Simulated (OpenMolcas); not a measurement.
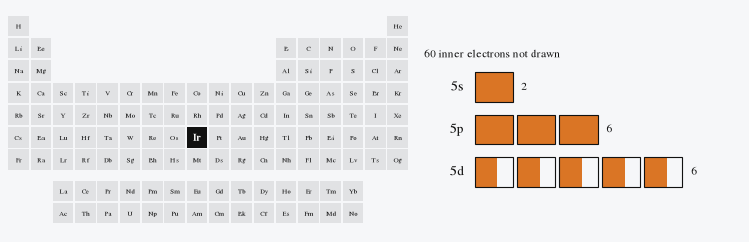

Left, the place of iridium in the periodic table; right, the outer shells of the leading configuration of the lowest level: a box for each of the 2l + 1 orbitals, shaded by the share of the shell that is filled, with the electron count at the right.

**Multiconfigurational calculation for Ir³⁺ complex (part 1 of 2)**

- system: Ir³⁺ with 6 ligands (O; octahedron, 2.06 Å), neutralised by 6 outer point charges of +1.5 e, whose field is part of the energies.
- method: state-averaged CASSCF, active space 6 electrons in the shell 5d, basis ANO-RCC-VTZP on the metal and ANO-RCC-VDZP on the ligands, DKH2 scalar Hamiltonian, spin-orbit coupling by RASSI with atomic mean-field integrals (OpenMolcas)

## The input
```
&GATEWAY
Coord
7

Ir 0.0 0.0 0.0
O 2.060000 0.000000 0.000000
O 0.000000 2.060000 0.000000
O -2.060000 0.000000 0.000000
O 0.000000 -2.060000 0.000000
O 0.000000 0.000000 2.060000
O 0.000000 0.000000 -2.060000
Basis=Ir.ANO-RCC-VTZP,O.ANO-RCC-VDZP
Group=XYZ
NoMove
AngMom=0.0 0.0 0.0
AMFI
RICD
XField
3 Angstrom 0
4.460000 0.000000 0.000000 1.500000
0.000000 4.460000 0.000000 1.500000
0.000000 0.000000 4.460000 1.500000
&SEWARD
&RASSCF
FileOrb=start.orb
Symmetry=1
Spin=5
nActEl=6 0 0
Inactive=30 34
Ras2=5 0
CIRoot=5 5 1
SDav=5
CIMx=300
Iter=150 100
PrWF=0.3
OrbListing=Nothing
MaxOrb=0
LevShft=1.0
>>> COPY $Project.JobIph JOB001
&RASSCF
FileOrb=start.orb
Symmetry=1
Spin=3
nActEl=6 0 0
Inactive=30 34
Ras2=5 0
CIRoot=45 45 1
SDav=45
CIMx=300
Iter=150 100
PrWF=0.3
OrbListing=Nothing
MaxOrb=0
LevShft=1.0
>>> COPY $Project.JobIph JOB002
&RASSCF
FileOrb=start.orb
Symmetry=1
Spin=1
nActEl=6 0 0
Inactive=30 34
Ras2=5 0
CIRoot=50 50 1
SDav=50
CIMx=300
Iter=150 100
PrWF=0.3
OrbListing=Nothing
MaxOrb=0
LevShft=1.0
>>> COPY $Project.JobIph JOB003
&RASSI
NrOfJobIphs=3 5 45 50
1 2 3 4 5
1 2 3 4 5 6 7 8 9 10 11 12 13 14 15 16 17 18 19 20 21 22 23 24 25 26 27
28 29 30 31 32 33 34 35 36 37 38 39 40 41 42 43 44 45
1 2 3 4 5 6 7 8 9 10 11 12 13 14 15 16 17 18 19 20 21 22 23 24 25 26 27
28 29 30 31 32 33 34 35 36 37 38 39 40 41 42 43 44 45 46 47 48 49 50
IphNames
JOB001
JOB002
JOB003
EJob
SpinOrbit
DIPRint=1.0
SOCoupling=1000.0
Subsets=2
Property=9
'ANGMOM' 1 'ANGMOM' 2 'ANGMOM' 3 'MLTPL  1' 1 'MLTPL  1' 2 'MLTPL  1' 3
'AMFI' 1 'AMFI' 2 'AMFI' 3
SOProperty=3
'ANGMOM' 1 'ANGMOM' 2 'ANGMOM' 3
```

The file start.orb holds starting orbitals from an earlier step. A driver script formed the levels outside the program, from RASSI's spin-orbit matrix and the active-space energies, averaged over the components of each term or state.

Run as:
```bash
OMP_NUM_THREADS=1 MOLCAS_MEM=2457 MOLCAS_PROJECT=a pymolcas a.inp > a.log  # once for each step of the input, in one work folder
```

## Output (extracts)
```
--- SEWARD ---
Basis set label: IR.ANO-RCC...8S7P5D3F1G.

      Electronic valence basis set:
      ------------------
      Associated Effective Charge  77.000000 au
      Associated Actual Charge     77.000000 au
      Nuclear Model: Point charge

      Shell  nPrim  nBasis  Cartesian Spherical Contaminant
         s      24       8        X
         p      21       7        X
         d      15       5                 X
         f      11       3                 X
         g       4       1                 X
                  Relativistic Douglas-Kroll-Hess integrals:
                    - DKH order of Hamiltonian: 2
                    - DKH order of Properties : 0
                  Atomic mean-field integrals
--- RASSCF ---
Wave function specifications:
      -----------------------------

      Number of closed shell electrons         128
      Number of electrons in active shells       6
      Max number of holes in RAS1 space          0
      Max nr of electrons in RAS3 space          0
      Number of inactive orbitals               64
      Number of active orbitals                  5
      Number of secondary orbitals              99
      Spin quantum number                      2.0
      State symmetry                             1
Orbital specifications:
      -----------------------

      Symmetry species                           1   2
                                                ag  au
      Frozen orbitals                            0   0
      Inactive orbitals                         30  34
      Active orbitals                            5   0
      RAS1 orbitals                              0   0
      RAS2 orbitals                              5   0
      RAS3 orbitals                              0   0
      Secondary orbitals                        49  50
      Deleted orbitals                           0   0
      Number of basis functions                 84  84
      Number of CSFs                             5
      Number of root(s) required                 5
      Iter CI   SX   CI       RASSCF       Energy    max ROT     max BLB   max BLB  Level Ln srch  Step   QN
          iter iter root      energy       change     param      element    value   shift minimum  type update
 Nr of preliminary CI iterations:   1
      Total energies have been shifted. Add               -18000.00 au
        1   1   13    0  -260.45125813    0.00E+00   8.11E-02   23  60 2 -6.16E-01*  1.17   0.00    SX    NO
        2   1   14    0  -262.92940983   -2.48E+00*  7.38E-02   22  59 2 -3.22E-01*  0.89   0.00    SX    NO
        3   1   15    0  -263.73011939   -8.01E-01* -4.24E-02   34  79 2 -1.36E-01*  0.76   0.00    SX    NO
        4   1   15    0  -263.89389377   -1.64E-01*  2.51E-02   34  79 2 -6.05E-02*  0.73   0.00    SX    NO
        5   1   14    0  -263.95645173   -6.26E-02*  2.76E-02   18  51 1 -4.63E-02*  0.73   2.50    LS   YES
        6   1   14    0  -263.99703847   -4.06E-02*  1.90E-02   18  51 1 -3.52E-02*  0.73   1.85    LS   YES
        7   1   14    0  -264.00758075   -1.05E-02*  1.57E-02   27  76 1 -4.20E-02*  0.73   1.23    QN   YES
        8   1   13    0  -264.01958613   -1.20E-02*  1.67E-02   31  79 2  2.36E-02*  0.73   2.23    LS   YES
        9   1   13    0  -264.02476380   -5.18E-03* -6.17E-03   13  38 2 -1.47E-02*  0.72   1.16    QN   YES
       10   1   13    0  -264.02708664   -2.32E-03* -3.02E-03   13  48 2 -6.11E-03*  0.73   1.13    QN   YES
       11   1   12    0  -264.02753584   -4.49E-04*  2.24E-03   18  51 1 -2.86E-03*  0.73   1.26    QN   YES
       12   1   11    0  -264.02766103   -1.25E-04* -1.16E-03   31  79 2 -1.37E-03*  0.73   1.33    QN   YES
       13   1   10    0  -264.02768624   -2.52E-05* -4.65E-04   31  76 2 -5.60E-04*  0.73   1.31    QN   YES
       14   1    9    0  -264.02769132   -5.08E-06* -2.54E-04   18  45 1 -3.00E-04*  0.73   1.39    QN   YES
       15   1    8    0  -264.02769247   -1.14E-06* -9.75E-05   34  44 2 -1.51E-04*  0.73   1.28    QN   YES
       16   1    8    0  -264.02769266   -1.98E-07* -5.21E-05   18  45 1 -6.62E-05   0.73   1.43    QN   YES
       17   1    7    0  -264.02769272   -5.57E-08* -2.06E-05   17  58 1  3.03E-05   0.73   1.33    QN   YES
       18   1    7    0  -264.02769273   -1.07E-08*  5.12E-06   21  59 2 -8.77E-06   0.73   1.32    QN   YES
       19   1    5    0  -264.02769273   -1.58E-09   2.27E-06   22  42 2  4.56E-06   0.73   1.24    QN   YES
      Convergence after 19 iterations
       20   1    5    0  -264.02769273   -2.44E-10   2.27E-06   22  42 2  1.89E-06   0.73   1.24    QN   YES
      Natural orbitals and occupation numbers for root  1
      sym 1:   1.000000   1.000000   1.000000   2.000000   1.000000
      Natural orbitals and occupation numbers for root  2
      sym 1:   1.000000   2.000000   1.000000   1.000000   1.000000
      Natural orbitals and occupation numbers for root  3
      sym 1:   2.000000   1.000000   1.000000   1.000000   1.000000
::    RASSCF root number  1 Total energy: -18264.05677746
::    RASSCF root number  2 Total energy: -18264.05677746
::    RASSCF root number  3 Total energy: -18264.05677746
::    RASSCF root number  4 Total energy: -18263.98406564
::    RASSCF root number  5 Total energy: -18263.98406564
--- RASSCF ---
Wave function specifications:
      -----------------------------

      Number of closed shell electrons         128
      Number of electrons in active shells       6
      Max number of holes in RAS1 space          0
      Max nr of electrons in RAS3 space          0
      Number of inactive orbitals               64
      Number of active orbitals                  5
      Number of secondary orbitals              99
      Spin quantum number                      1.0
      State symmetry                             1
Orbital specifications:
      -----------------------

      Symmetry species                           1   2
                                                ag  au
      Frozen orbitals                            0   0
      Inactive orbitals                         30  34
      Active orbitals                            5   0
      RAS1 orbitals                              0   0
      RAS2 orbitals                              5   0
      RAS3 orbitals                              0   0
      Secondary orbitals                        49  50
      Deleted orbitals                           0   0
      Number of basis functions                 84  84
      Number of CSFs                            45
      Number of root(s) required                45
      Iter CI   SX   CI       RASSCF       Energy    max ROT     max BLB   max BLB  Level Ln srch  Step   QN
          iter iter root      energy       change     param      element    value   shift minimum  type update
 Nr of preliminary CI iterations:   1
      Total energies have been shifted. Add               -18000.00 au
        1   1   11    0  -263.92756213    0.00E+00  -1.07E-02   31  46 1 -1.12E-02*  0.76   0.00    SX    NO
        2   1   11    0  -263.92895904   -1.40E-03*  7.39E-03   27  31 1 -6.50E-03*  0.76   0.00    SX    NO
        3   1   11    0  -263.92954244   -5.83E-04*  4.96E-03   27  31 1 -4.36E-03*  0.76   0.00    SX    NO
        4   1   10    0  -263.92980497   -2.63E-04*  3.44E-03   27  31 1 -3.03E-03*  0.76   0.00    SX    NO
        5   1   10    0  -263.92992807   -1.23E-04*  5.04E-03   27  31 1 -2.06E-03*  0.76   2.50    LS   YES
        6   1   10    0  -263.93002681   -9.87E-05*  2.61E-03   35  50 1 -8.97E-04*  0.76   1.52    LS   YES
        7   1   10    0  -263.93004004   -1.32E-05* -4.05E-04   13  46 2  9.57E-04*  0.76   1.01    QN   YES
        8   1    9    0  -263.93004480   -4.76E-06*  3.19E-04   31  46 1  5.81E-04*  0.76   1.10    QN   YES
        9   1    9    0  -263.93004739   -2.59E-06*  2.00E-04   14  38 2  2.47E-04*  0.76   1.63    LS   YES
       10   1    9    0  -263.93004784   -4.51E-07* -4.35E-05   22  51 1 -1.55E-04*  0.76   1.01    QN   YES
       11   1    8    0  -263.93004796   -1.15E-07* -4.30E-05   22  51 1 -8.49E-05   0.76   1.99    LS   YES
       12   1    8    0  -263.93004799   -3.56E-08* -2.07E-05   14  38 2 -7.68E-05   0.76   0.97    QN   YES
       13   1    7    0  -263.93004802   -2.60E-08*  1.71E-05   21  43 2 -2.50E-05   0.76   1.52    QN   YES
       14   1    6    0  -263.93004802   -6.93E-09   8.09E-06   22  67 1 -7.56E-06   0.76   1.22    QN   YES
      Convergence after 14 iterations
       15   1    6    0  -263.93004803   -1.33E-09   8.09E-06   22  45 1 -6.35E-06   0.76   1.22    QN   YES
      Natural orbitals and occupation numbers for root  1
      sym 1:   1.971957   1.021038   1.017430   1.971186   0.018389
      Natural orbitals and occupation numbers for root  2
      sym 1:   1.969428   1.971984   0.020237   1.022783   1.015567
      Natural orbitals and occupation numbers for root  3
      sym 1:   1.022022   1.971965   1.016380   1.970202   0.019431
::    RASSCF root number  1 Total energy: -18264.06082510
::    RASSCF root number  2 Total energy: -18264.06082510
::    RASSCF root number  3 Total energy: -18264.06082510
::    RASSCF root number  4 Total energy: -18264.04228814
::    RASSCF root number  5 Total energy: -18264.04228814
::    RASSCF root number  6 Total energy: -18264.04228814
::    RASSCF root number  7 Total energy: -18263.99392225
::    RASSCF root number  8 Total energy: -18263.99392225
::    RASSCF root number  9 Total energy: -18263.99392225
::    RASSCF root number 10 Total energy: -18263.98808256
::    RASSCF root number 11 Total energy: -18263.98808256
::    RASSCF root number 12 Total energy: -18263.98808256
::    RASSCF root number 13 Total energy: -18263.97411753
::    RASSCF root number 14 Total energy: -18263.97411753
::    RASSCF root number 15 Total energy: -18263.97411753
::    RASSCF root number 16 Total energy: -18263.97257003
::    RASSCF root number 17 Total energy: -18263.97257003
::    RASSCF root number 18 Total energy: -18263.96709152
::    RASSCF root number 19 Total energy: -18263.96709152
::    RASSCF root number 20 Total energy: -18263.96709152
::    RASSCF root number 21 Total energy: -18263.93054482
::    RASSCF root number 22 Total energy: -18263.92363171
::    RASSCF root number 23 Total energy: -18263.92363171
::    RASSCF root number 24 Total energy: -18263.92363171
::    RASSCF root number 25 Total energy: -18263.91579171
::    RASSCF root number 26 Total energy: -18263.91579171
::    RASSCF root number 27 Total energy: -18263.90195022
::    RASSCF root number 28 Total energy: -18263.90195022
::    RASSCF root number 29 Total energy: -18263.90195022
::    RASSCF root number 30 Total energy: -18263.90039316
--- RASSCF ---
Wave function specifications:
      -----------------------------

      Number of closed shell electrons         128
      Number of electrons in active shells       6
      Max number of holes in RAS1 space          0
      Max nr of electrons in RAS3 space          0
      Number of inactive orbitals               64
      Number of active orbitals                  5
      Number of secondary orbitals              99
      Spin quantum number                      0.0
      State symmetry                             1
Orbital specifications:
      -----------------------

      Symmetry species                           1   2
                                                ag  au
      Frozen orbitals                            0   0
      Inactive orbitals                         30  34
      Active orbitals                            5   0
      RAS1 orbitals                              0   0
      RAS2 orbitals                              5   0
      RAS3 orbitals                              0   0
      Secondary orbitals                        49  50
      Deleted orbitals                           0   0
      Number of basis functions                 84  84
      Number of CSFs                            50
      Number of root(s) required                50
      Iter CI   SX   CI       RASSCF       Energy    max ROT     max BLB   max BLB  Level Ln srch  Step   QN
          iter iter root      energy       change     param      element    value   shift minimum  type update
 Nr of preliminary CI iterations:   1
      Total energies have been shifted. Add               -18000.00 au
        1   1   10    0  -263.88251957    0.00E+00  -4.56E-03   31  46 1 -4.27E-03*  0.75   0.00    SX    NO
        2   1   10    0  -263.88289229   -3.73E-04*  3.18E-03   26  31 1 -2.80E-03*  0.75   0.00    SX    NO
        3   1   10    0  -263.88305418   -1.62E-04*  2.20E-03   26  31 1 -1.94E-03*  0.75   0.00    SX    NO
        4   1   10    0  -263.88312972   -7.55E-05*  1.56E-03   26  31 1 -1.38E-03*  0.75   0.00    SX    NO
        5   1    9    0  -263.88316646   -3.67E-05*  2.31E-03   26  31 1 -9.66E-04*  0.75   2.50    LS   YES
        6   1    9    0  -263.88319732   -3.09E-05*  1.37E-03   35  48 1  5.30E-04*  0.75   1.60    LS   YES
        7   1    9    0  -263.88320237   -5.05E-06*  2.24E-04   13  46 2  3.93E-04*  0.75   1.01    QN   YES
        8   1    9    0  -263.88320381   -1.44E-06*  2.55E-04   31  46 1  2.39E-04*  0.75   1.38    QN   YES
        9   1    8    0  -263.88320472   -9.07E-07*  7.58E-05   16  38 2  9.23E-05   0.75   1.24    QN   YES
       10   1    7    0  -263.88320479   -6.80E-08* -2.01E-05   24  51 1 -4.42E-05   0.75   1.22    QN   YES
       11   1    7    0  -263.88320480   -1.22E-08* -1.73E-05   24  51 1 -2.08E-05   0.75   1.63    QN   YES
       12   1    6    0  -263.88320481   -4.81E-09  -4.85E-06   22  44 2 -6.24E-06   0.75   1.19    QN   YES
      Convergence after 12 iterations
       13   1    6    0  -263.88320481   -6.15E-10  -4.85E-06   26  42 2 -3.96E-06   0.75   1.19    QN   YES
      Natural orbitals and occupation numbers for root  1
      sym 1:   1.984311   1.984311   0.023534   1.984311   0.023534
      Natural orbitals and occupation numbers for root  2
      sym 1:   1.989458   1.004614   0.998780   1.987445   0.019702
      Natural orbitals and occupation numbers for root  3
      sym 1:   1.012997   1.989468   0.028029   1.979097   0.990408
::    RASSCF root number  1 Total energy: -18264.09753870
::    RASSCF root number  2 Total energy: -18264.03373295
::    RASSCF root number  3 Total energy: -18264.03373295
::    RASSCF root number  4 Total energy: -18264.03373295
::    RASSCF root number  5 Total energy: -18263.99789620
::    RASSCF root number  6 Total energy: -18263.99789620
::    RASSCF root number  7 Total energy: -18263.99789620
::    RASSCF root number  8 Total energy: -18263.95843095
::    RASSCF root number  9 Total energy: -18263.95843095
::    RASSCF root number 10 Total energy: -18263.95836123
::    RASSCF root number 11 Total energy: -18263.95836123
::    RASSCF root number 12 Total energy: -18263.95836123
::    RASSCF root number 13 Total energy: -18263.95310541
::    RASSCF root number 14 Total energy: -18263.93583507
::    RASSCF root number 15 Total energy: -18263.93583507
::    RASSCF root number 16 Total energy: -18263.93583507
::    RASSCF root number 17 Total energy: -18263.93262386
::    RASSCF root number 18 Total energy: -18263.93001017
::    RASSCF root number 19 Total energy: -18263.93001017
::    RASSCF root number 20 Total energy: -18263.93001017
::    RASSCF root number 21 Total energy: -18263.90075328
::    RASSCF root number 22 Total energy: -18263.90075328
::    RASSCF root number 23 Total energy: -18263.89255738
::    RASSCF root number 24 Total energy: -18263.89255738
::    RASSCF root number 25 Total energy: -18263.89255738
::    RASSCF root number 26 Total energy: -18263.87753484
::    RASSCF root number 27 Total energy: -18263.87753484
::    RASSCF root number 28 Total energy: -18263.86862823
::    RASSCF root number 29 Total energy: -18263.86492609
::    RASSCF root number 30 Total energy: -18263.86197292
```

(Continued in part 2.) Outcome of the run: converged.
